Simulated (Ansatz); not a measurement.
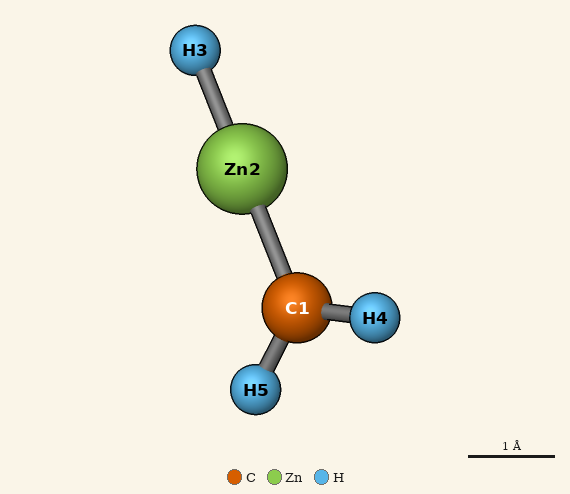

Numbered structure. Charge −1, singlet. The geometry was computed by an optimisation with PBE0-D4/def2-TZVPD. No frequency run is at hand to confirm it as a minimum.

Give the bond lengths.

```json
{"bond": "C1–Zn2", "length (Å)": "1.844"}
{"bond": "C1–H4", "length (Å)": "1.092"}
{"bond": "C1–H5", "length (Å)": "1.092"}
{"bond": "Zn2–H3", "length (Å)": "1.573"}
```
